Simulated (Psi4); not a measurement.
# M06-L/jun-cc-pVTZ (sweep point 8) run of OF2 (oxygen difluoride)

Aim: the vertical ionisation energy of OF2 (oxygen difluoride) at M06-L/jun-cc-pVTZ (sweep point 8), from 2 runs. 

Program for the calculation: Psi4 1.11.

## Step 1: Starting point

The species is OF2 (3 atoms), meant as a singlet with charge 0. SMILES: `FOF`. The coordinates come from a GFN2-xTB relaxation.

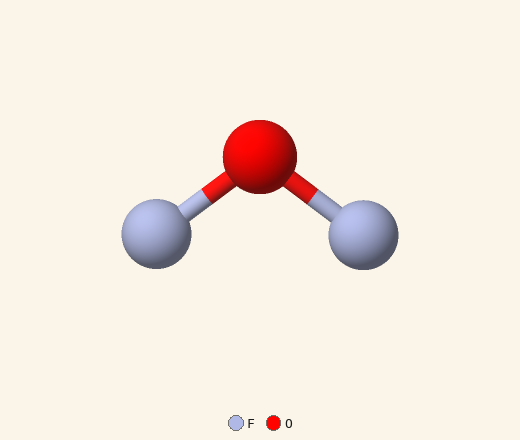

Viewed from a chosen angle; fluorine light blue, oxygen red.

## Step 2: A single-point energy at M06-L/jun-cc-pVTZ (sweep point 8)

Contents of run.py:

```python
import psi4

psi4.set_memory('1600 MB')
psi4.set_num_threads(1)
psi4.core.set_output_file('output.dat', False)

molecule = psi4.geometry("""
0 1
F      1.80693722    -0.62461118     0.92766655
O      0.00137950     1.02971177     0.11351585
F     -1.80831672    -0.40510059    -1.04118240
units bohr
symmetry c1
""")

psi4.set_options({
    'basis': 'jun-cc-pVTZ',
    'puream': True,
    'scf_type': 'pk',
    'dft_radial_points': 99,
    'dft_spherical_points': 590,
})

e_tot, wfn = psi4.energy('m06-l', return_wfn=True)
print('E =', round(e_tot, 9))
```

Launch:

```bash
python run.py
```

output.dat:

```text
[...]
  Running in c1 symmetry.
[...]
  Nuclear repulsion =   75.433387308923216
[...]
  Multiplicity = 1
[...]
  Nalpha       = 13
  Nbeta        = 13
[...]
    Number of basis functions: 117
[...]
   @RKS iter   1:  -274.69592308234996   -2.76145e-01   2.54580e-03 DIIS/ADIIS
[...]
   @RKS iter   9:  -274.71712575052868   -1.02926e-08   6.54156e-08 DIIS
[...]
    Orbital Energies [Eh]
    ---------------------
    Doubly Occupied:
       1A    -24.592410     2A    -24.592213     3A    -19.186659
       4A     -1.334867     5A     -1.221662     6A     -0.911326
       7A     -0.602891     8A     -0.542722     9A     -0.510551
      10A     -0.419031    11A     -0.409150    12A     -0.406735
      13A     -0.281797
[...]
  @RKS Final Energy:  -274.71712575052868
   => Energetics <=
    Nuclear Repulsion Energy =             75.4333873089232156
    One-Electron Energy =                -531.3862684394796361
    Two-Electron Energy =                 210.5160289738043957
    DFT Exchange-Correlation Energy =     -29.2802735937766450
    Empirical Dispersion Energy =           0.0000000000000000
    VV10 Nonlocal Energy =                  0.0000000000000000
    Total Energy =                       -274.7171257505286803
[...]
 Multipole Moments:
 ------------------------------------------------------------------------------------
     Multipole            Electronic (a.u.)      Nuclear  (a.u.)        Total (a.u.)
 ------------------------------------------------------------------------------------
 L = 1.  Multiply by 2.5417464519 to convert [e a0] to [Debye]
 Dipole X            :         -0.0192268            0.0249991            0.0057723
 Dipole Y            :         -0.3729376            0.4617161            0.0887785
 Dipole Z            :         -0.0000000           -0.0000000           -0.0000000
 Magnitude           :                                                    0.0889660
[...]
```

Standard output:

```text
E = -274.717125751
```

Run time: 20 s. Hardware: 1 thread of Intel Xeon Platinum 8488C (Sapphire Rapids), shared host; peak memory 0.71 GiB.

## Step 3: The doublet cation, same level

Contents of job.py:

```python
import psi4

psi4.set_memory('1600 MB')
psi4.set_num_threads(1)
psi4.core.set_output_file('f2o.out', False)

m = psi4.geometry("""
1 2
F      1.80693722    -0.62461118     0.92766655
O      0.00137950     1.02971177     0.11351585
F     -1.80831672    -0.40510059    -1.04118240
units bohr
symmetry c1
""")

psi4.set_options({
    'basis': 'jun-cc-pVTZ',
    'reference': 'uks',
    'puream': True,
    'scf_type': 'pk',
    'dft_radial_points': 99,
    'dft_spherical_points': 590,
    'maxiter': 150,
})

e, wfn = psi4.energy("m06-l", molecule=m, return_wfn=True)
print('E =', round(e, 9))
```

Launch:

```bash
python job.py
```

f2o.out:

```text
[...]
  Running in c1 symmetry.
[...]
  Nuclear repulsion =   75.433387308923216
[...]
  Multiplicity = 2
[...]
  Nalpha       = 13
  Nbeta        = 12
[...]
    Number of basis functions: 117
[...]
   @UKS iter   1:  -274.17399664959828    2.45782e-01   4.05402e-03 ADIIS/DIIS
[...]
   @UKS iter  10:  -274.25584753670597   -4.54851e-08   4.66448e-07 DIIS
[...]
   @S^2 Observed:                7.543655655E-01
[...]
    Orbital Energies [Eh]
    ---------------------
    Alpha Occupied:
       1A    -25.004590     2A    -25.004323     3A    -19.674360
       4A     -1.739772     5A     -1.606203     6A     -1.327044
       7A     -0.995468     8A     -0.937421     9A     -0.932601
      10A     -0.808499    11A     -0.786409    12A     -0.776896
      13A     -0.719573
    Alpha Virtual:
      14A     -0.515624    15A     -0.474340    16A     -0.157426
      17A     -0.116105    18A     -0.115252    19A     -0.113482
      20A     -0.040603    21A     -0.035022    22A     -0.032159
      23A     -0.020243    24A     -0.018827    25A      0.050477
[...]
  @UKS Final Energy:  -274.25584753670597
   => Energetics <=
    Nuclear Repulsion Energy =             75.4333873089232156
    One-Electron Energy =                -521.1374252954152553
    Two-Electron Energy =                 200.2452812591378404
    DFT Exchange-Correlation Energy =     -28.7970908093517650
    Empirical Dispersion Energy =           0.0000000000000000
    VV10 Nonlocal Energy =                  0.0000000000000000
    Total Energy =                       -274.2558475367059714
[...]
 Multipole Moments:
 ------------------------------------------------------------------------------------
     Multipole            Electronic (a.u.)      Nuclear  (a.u.)        Total (a.u.)
 ------------------------------------------------------------------------------------
 L = 1.  Multiply by 2.5417464519 to convert [e a0] to [Debye]
 Dipole X            :         -0.0104382            0.0249991            0.0145609
 Dipole Y            :         -0.2082388            0.4617161            0.2534773
 Dipole Z            :         -0.0000000           -0.0000000           -0.0000000
 Magnitude           :                                                    0.2538952
[...]
```

Standard output:

```text
E = -274.255847537
```

It took 29 s on 1 thread of Intel Xeon Platinum 8488C (Sapphire Rapids), shared host; peak memory 0.71 GiB.

## Step 4: Summary of results

At M06-L/jun-cc-pVTZ (sweep point 8):

| quantity | value |
| --- | --- |
| singlet OF2: total energy | -274.71713 Eh |
| singlet OF2: dipole moment | 0.23 D |
| singlet OF2: HOMO energy | -7.67 eV |
| singlet OF2: LUMO energy | -2.95 eV |
| singlet OF2: HOMO–LUMO gap | 4.72 eV |
| doublet cation: total energy | -274.25585 Eh |
| doublet cation: HOMO energy (highest over α and β) | -19.58 eV |
| doublet cation: LUMO energy (lowest over α and β) | -17.40 eV |
| doublet cation: ⟨S²⟩ | 0.754 |
| vertical ionisation energy (to the doublet cation) | 12.552 eV |

**Reading.** Removing an electron at fixed nuclei costs 12.55 eV (289 kcal/mol). −ε(HOMO) before ionisation, 7.67 eV, is 4.88 eV below this ionisation energy.
